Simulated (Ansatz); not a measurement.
Consider Ca in the fcc (Cu type) structure (space group Fm-3m, No. 225; a = 5.5265 Å).

Structures relaxed with Kohn–Sham DFT with the PBE functional, run in Ansatz (a first-principles code) with PAW and 420 eV plane waves, scalar-relativistic without spin-orbit coupling.

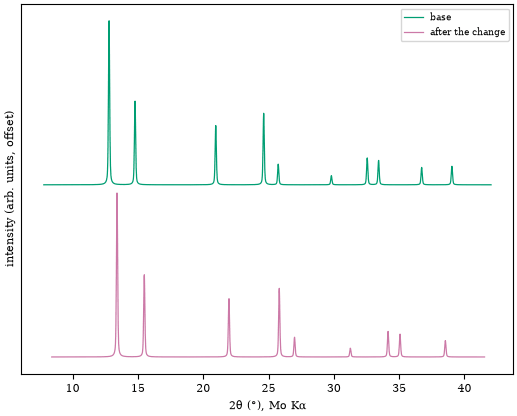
*Simulated powder patterns before (top) and after one change*

### Question
Which change produced these results?
A. pressure 3 GPa
B. pressure 0.7 GPa
C. pressure 10 GPa
D. pressure 1.5 GPa

### Answer
A, pressure 3 GPa. Its volume per atom is 36.71 Å³ against 42.20 Å³, and its space group is Fm-3m (No. 225).

Load acts through the strain it causes; cell and atoms are relaxed under it. Stability against distortions was not tested. No other phases were tried under pressure.
